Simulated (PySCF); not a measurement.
# [CrF5]+: the energy surface near the minimum

How stiff is [CrF5]+ (singlet) against rigid distortions? The scans start from its PBE0 minimum.

The runs use PySCF 2.14.0; PBE0, basis Cr def2-SVP, F def2-SVP, no relativity, density fitting.

**1. Starting geometry**

6 atoms, charge 1, spin multiplicity 1.

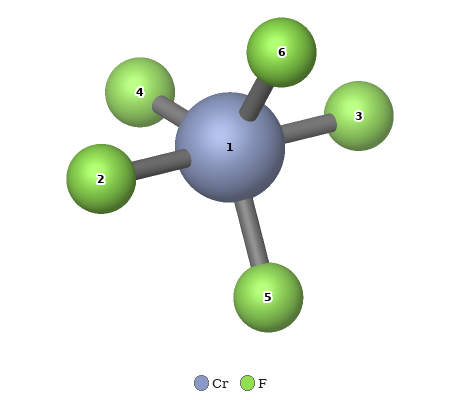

The starting geometry (chromium light blue, fluorine green); atoms are numbered from 1 in the order of the file.

```xyz
6
charge 1 multiplicity 1
Cr    0.0000    0.0000    0.0000
F     0.0000    0.0000    1.6673
F     0.0000    0.0000   -1.6673
F     1.6304    0.0000    0.0000
F    -0.8152    1.4120    0.0000
F    -0.8152   -1.4120    0.0000
```

**2. Density, ELF and potential**

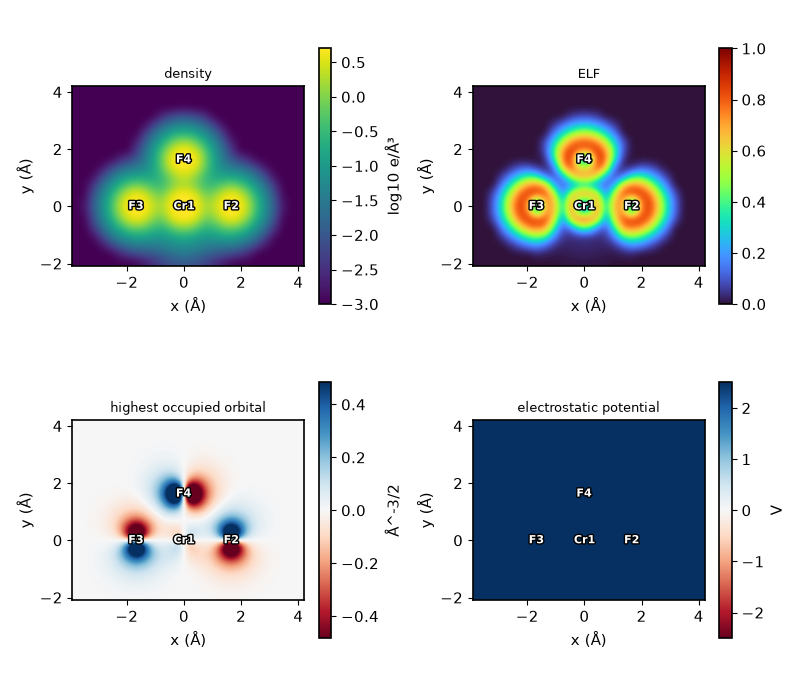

The plane holds Cr1 at (0.00, 0.00), F2 at (1.67, 0.00), F3 at (-1.67, 0.00), F4 at (0.00, 1.63) Å. ELF is set to 0 where the density is under 0.005 e/Å³; an orbital's overall sign is arbitrary. The potential's colours end at ±2.5 V.

Along Cr1–F2 (1.667 Å) the density is least, 1.32 e/Å³, about 0.83 Å from Cr1; ELF there is 0.19.

Values on the line from Cr1 (at 0) through F2 (at 1.667 Å):

```csv
distance (Å),density (e/Å³),ELF,electrostatic potential (V)
-0.58,4.29,0.742,70.7
-0.42,11.6,0.813,154
-0.25,24.4,0.138,440
-0.08,609,0.613,2.48e+03
0.17,115,0.721,869
0.33,16.1,0.555,252
0.50,7.31,0.828,101
0.67,2.53,0.527,52.6
0.83,1.32,0.187,34.7
1.00,1.8,0.553,30.9
1.17,3.78,0.819,45.2
1.33,8.12,0.684,108
1.50,22.8,0.14,384
1.75,190,0.959,1.03e+03
1.92,11.8,0.383,188
2.08,5.36,0.858,59.7
2.25,2.12,0.875,23.6
2.42,0.772,0.804,11.8
2.58,0.284,0.643,7.54
```

Making the fields ran for 2.1 s (2 threads of Arm Neoverse V1, shared host).

**3. Breathing scan**

One driver script runs all scans and calls PySCF for each point, on a (75, 302) grid.

The run is started by

```sh
OMP_NUM_THREADS=2 python axn.py task.json out
```

A rigid scan with PBE0: all bonds to the central atom are scaled together. Each point starts from its neighbour's orbitals, and energies count from the minimum. Dipoles of the ion refer to the centre of mass.

```csv
scale of all bonds to the centre,energy (kJ/mol)
0.88,655.2
0.92,249.9
0.96,53.7
1.00,0.0
1.04,40.2
1.08,139.8
1.14,350.7
1.22,676.6
1.35,1197.7
```

The scan took 35 s.

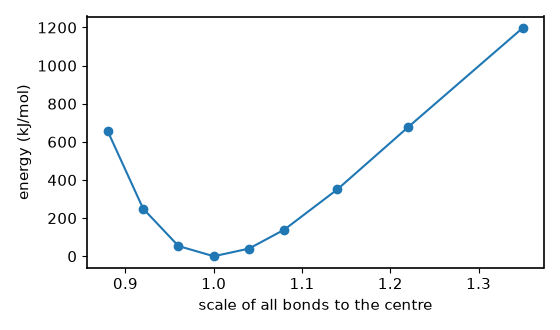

Energy along the scan.

**4. Stretching one bond**

A rigid scan with PBE0: the bond from Cr to the last atom (F) is scaled and the rest held.

```csv
scale of one bond,energy (kJ/mol),dipole size (D)
0.92,41.9,0.63
0.96,9.1,0.29
1.00,0.0,0.00
1.05,10.5,0.31
1.12,48.4,0.65
1.20,105.8,0.91
1.35,215.6,1.10
1.55,331.1,0.84
1.80,423.9,0.28
2.20,493.8,0.59
```

The scan took 30 s.

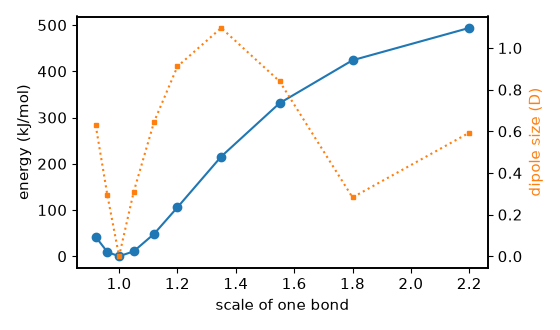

Energy (circles) and dipole moment (squares) along the scan.

A restricted determinant lies too high at long bonds, where the pair should uncouple.

**5. What came out**

| quantity | value |
| --- | --- |
| all bonds 4 % longer | 40.2 kJ/mol |
| one bond 20 % longer | 105.8 kJ/mol |

Shortening all bonds by 4 % costs 53.7 kJ/mol and lengthening them 40.2: the wall is steeper on the short side. Whether spin polarisation would lower the closed shell was not checked.
